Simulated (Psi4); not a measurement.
# BF (SMILES [B]F): B3LYP/6-31G(d) (Cartesian functions)

Aim: the energy change on altering one bond length of BF at B3LYP/6-31G* (Cartesian functions), from 2 runs. 

The results are computed with Psi4 1.11.

### Step 1. Starting point

The species is BF (2 atoms), meant as a singlet with charge 0. SMILES: `[B]F`. The coordinates come from a PBE0-D4/def2-TZVP relaxation.

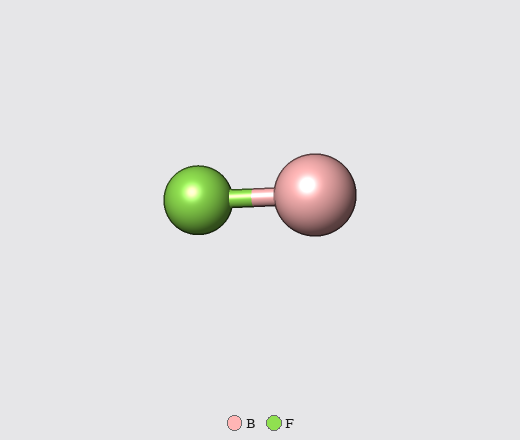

Viewed from a chosen angle; boron pink, fluorine green.

### Step 2. A single-point energy at B3LYP/6-31G(d) (Cartesian functions)

File bf.xyz:

```xyz
2
BF
B      0.000000     0.000000    -0.009350
F      0.000000     0.000000     1.253740
```

File run.py:

```python
import numpy as np
from ase.calculators.psi4 import Psi4
from ase.io import read

mol = read('bf.xyz')
calc = Psi4(atoms=mol, method='b3lyp', basis='6-31G*', memory='2200MB', num_threads=1, charge=0, multiplicity=1, label='psi4-calc')
calc.psi4.set_options({'puream': False, 'e_convergence': 1e-09, 'd_convergence': 1e-08, 'scf_type': 'pk', 'dft_radial_points': 99, 'dft_spherical_points': 590})
mol.calc = calc

print(f'energy: {mol.get_potential_energy():.6f} eV')
```

Started as:

```
$ python run.py
```

psi4-calc.dat:

```text
[...]
  Running in c1 symmetry.
[...]
  Nuclear repulsion =   18.852951476260600
[...]
  Multiplicity = 1
[...]
  Nalpha       = 7
  Nbeta        = 7
[...]
    Number of basis functions: 30
[...]
   @RKS iter   1:  -124.63835521566477   -3.79174e-01   8.19648e-03 ADIIS/DIIS
[...]
   @RKS iter   8:  -124.65793160019865   -3.04112e-12   3.36682e-09 DIIS
[...]
    Orbital Energies [Eh]
    ---------------------
    Doubly Occupied:
       1A    -24.779769     2A     -6.840913     3A     -1.287058
       4A     -0.606789     5A     -0.515339     6A     -0.515339
       7A     -0.267698
[...]
  @RKS Final Energy:  -124.65793160019865
   => Energetics <=
    Nuclear Repulsion Energy =             18.8529514762605999
    One-Electron Energy =                -209.0014998930380159
    Two-Electron Energy =                  77.1732536003320320
    DFT Exchange-Correlation Energy =     -11.6826367837532530
    Empirical Dispersion Energy =           0.0000000000000000
    VV10 Nonlocal Energy =                  0.0000000000000000
    Total Energy =                       -124.6579316001986513
[...]
 Multipole Moments:
 ------------------------------------------------------------------------------------
     Multipole            Electronic (a.u.)      Nuclear  (a.u.)        Total (a.u.)
 ------------------------------------------------------------------------------------
 L = 1.  Multiply by 2.5417464519 to convert [e a0] to [Debye]
 Dipole X            :          0.0000000            0.0000000            0.0000000
 Dipole Y            :          0.0000000            0.0000000            0.0000000
 Dipole Z            :          0.1032290            0.3254674            0.4286964
 Magnitude           :                                                    0.4286964
[...]
```

The script printed:

```text
energy: -3392.115098 eV
```

It took 2.2 s on 1 thread of Intel Xeon 6975P-C (Granite Rapids), shared host; peak memory 0.31 GiB.

### Step 3. The distorted shape, same level

File input.json:

```json
{
 "schema_name": "qcschema_input",
 "schema_version": 1,
 "molecule": {
  "schema_name": "qcschema_molecule",
  "schema_version": 2,
  "symbols": ["B", "F"],
  "geometry": [0.0, 0.0, -0.37579094, 0.0, 0.0, 2.36922523],
  "molecular_charge": 0,
  "molecular_multiplicity": 1,
  "fix_symmetry": "c1"
 },
 "driver": "energy",
 "model": {
  "method": "b3lyp",
  "basis": "6-31G*"
 },
 "keywords": {
  "puream": false,
  "e_convergence": 1e-09,
  "d_convergence": 1e-08,
  "scf_type": "pk",
  "dft_radial_points": 99,
  "dft_spherical_points": 590,
  "scf_properties": ["MAYER_INDICES", "LOWDIN_CHARGES", "QUADRUPOLE"]
 }
}
```

Started as:

```
$ psi4 --qcschema input.json -n 1 --memory 2200MB
```

stdout:

```text
[...]
  Running in c1 symmetry.
[...]
  Nuclear repulsion =   16.393346054497009
[...]
  Multiplicity = 1
[...]
  Nalpha       = 7
  Nbeta        = 7
[...]
    Number of basis functions: 30
[...]
   @RKS iter   1:  -124.60971120487258   -5.18373e-01   9.85900e-03 ADIIS/DIIS
[...]
   @RKS iter   9:  -124.63772756207877   -1.13687e-13   3.32556e-09 DIIS
[...]
    Orbital Energies [Eh]
    ---------------------
    Doubly Occupied:
       1A    -24.735749     2A     -6.877938     3A     -1.203195
       4A     -0.547585     5A     -0.451090     6A     -0.451090
       7A     -0.291442
[...]
  @RKS Final Energy:  -124.63772756207877
   => Energetics <=
    Nuclear Repulsion Energy =             16.3933460544970089
    One-Electron Energy =                -204.5901408614108163
    Two-Electron Energy =                  75.1851355266161931
    DFT Exchange-Correlation Energy =     -11.6260682817811567
    Empirical Dispersion Energy =           0.0000000000000000
    VV10 Nonlocal Energy =                  0.0000000000000000
    Total Energy =                       -124.6377275620787657
[...]
 Multipole Moments:
 ------------------------------------------------------------------------------------
     Multipole            Electronic (a.u.)      Nuclear  (a.u.)        Total (a.u.)
 ------------------------------------------------------------------------------------
 L = 1.  Multiply by 2.5417464519 to convert [e a0] to [Debye]
 Dipole X            :         -0.0000000            0.0000000           -0.0000000
 Dipole Y            :         -0.0000000            0.0000000           -0.0000000
 Dipole Z            :         -0.3109808            0.3742995            0.0633188
 Magnitude           :                                                    0.0633188
 L = 2.  Multiply by 1.3450342976 to convert [e a0^2] to [Debye ang]
 Quadrupole XX       :         -7.4215215            0.0000000           -7.4215215
 Quadrupole XY       :          0.0000000            0.0000000            0.0000000
[...]
```

The result, in JSON:

```text
{
 "driver": "energy",
 "model": {
  "method": "b3lyp",
  "basis": "6-31G*"
 },
 "success": true,
 "return_result": -124.63772756207877,
 "properties": {
  "calcinfo_nbasis": 30,
  "calcinfo_nmo": 30,
  "calcinfo_nalpha": 7,
  "calcinfo_nbeta": 7,
  "calcinfo_natom": 2,
  "nuclear_repulsion_energy": 16.39334605449701,
  "return_energy": -124.63772756207877,
  "scf_one_electron_energy": -204.59014086141082,
  "scf_two_electron_energy": 75.1851355266162,
  "scf_xc_energy": -11.626068281781157,
  "scf_dipole_moment": [-3.98735393925471e-15, -1.858222789968189e-17, 0.06331875555627398],
  "scf_total_energy": -124.63772756207877,
  "scf_iterations": 9
 }
}
```

Run time: 2.5 s. Hardware: 1 thread of Intel Xeon 6975P-C (Granite Rapids), shared host; peak memory 0.3 GiB.

### Step 4. Results

Level: B3LYP/6-31G* (Cartesian functions).

| quantity | value |
| --- | --- |
| first shape: total energy | -124.65793 Eh |
| first shape: dipole moment | 1.09 D |
| first shape: HOMO energy | -7.28 eV |
| first shape: LUMO energy | -0.58 eV |
| first shape: HOMO–LUMO gap | 6.70 eV |
| distorted shape: total energy | -124.63773 Eh |
| distorted shape: dipole moment | 0.16 D |
| distorted shape: HOMO energy | -7.93 eV |
| distorted shape: LUMO energy | -1.51 eV |
| distorted shape: HOMO–LUMO gap | 6.42 eV |
| energy change with the B1–F2 bond stretched from 1.263 to 1.453 Å | 0.550 eV |

**Reading.** With the B1–F2 bond stretched from 1.263 to 1.453 Å the energy rises by 0.55 eV (12.7 kcal/mol). The first shape isn't relaxed at this level, so the change isn't measured from a minimum.
